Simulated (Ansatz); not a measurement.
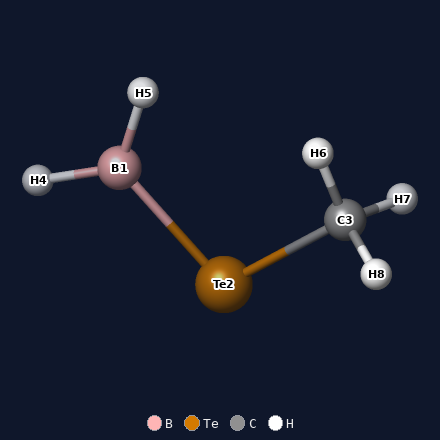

The system is CH5BTe, SMILES B[Te]C; the picture shows the grid point nearest to the relaxed geometry. Two internal coordinates are moved rigidly from the geometry relaxed at PBE0-D4/def2-TZVP, all others fixed. Coordinates scanned: (1) bond Te2–C3; (2) torsion B1–Te2–C3–H6. The grid has 7 × 6 points. Points are written as (first, second). Energies are in kJ/mol, from the lowest grid point. These are results of RKS PBE-D4/def2-TZVPP (Ansatz), not measurements.

Its coordinates:

```xyz
8

B    -0.6390    1.3334   -1.0216
Te   -1.3389   -0.0473    0.3758
C     0.4355   -1.0225    0.7969
H    -1.4340    2.0867   -1.4913
H     0.5166    1.3415   -1.3162
H     1.2459   -0.4369    0.3688
H     0.4085   -2.0151    0.3528
H     0.5505   -1.0984    1.8759
```

Range: bond Te2–C3 from 1.842 to 2.785 Å; torsion B1–Te2–C3–H6 from 12 to 112°.

Predict the map.

The lowest grid point is at (2.225 Å, 12°). It lies at the edge of the scanned range, so the true minimum may lie outside. The energy also falls towards the edge at (2.225 Å, 112°) (0.10 kJ/mol above the lowest), where a further well may lie outside the range. The highest grid point, (1.842 Å, 52°), lies 110 kJ/mol above the lowest.

| torsion B1–Te2–C3–H6 ↓, bond Te2–C3 → | 1.842 | 1.934 | 2.068 | 2.225 | 2.399 | 2.586 | 2.785 |
| --- | --- | --- | --- | --- | --- | --- | --- |
| 112 | 108 | 46 | 5 | 0 | 23 | 63 | 109 |
| 92 | 109 | 47 | 5 | 0 | 24 | 63 | 110 |
| 72 | 110 | 48 | 6 | 1 | 24 | 63 | 110 |
| 52 | 110 | 48 | 6 | 1 | 24 | 63 | 110 |
| 32 | 109 | 47 | 5 | 0 | 24 | 63 | 110 |
| 12 | 108 | 46 | 5 | 0 | 23 | 63 | 109 |

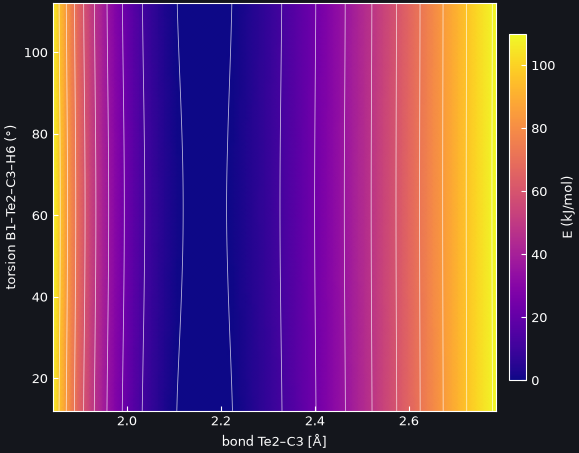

Drawn: a smooth colour map with a few white contour lines. Between grid points the surface is interpolated.
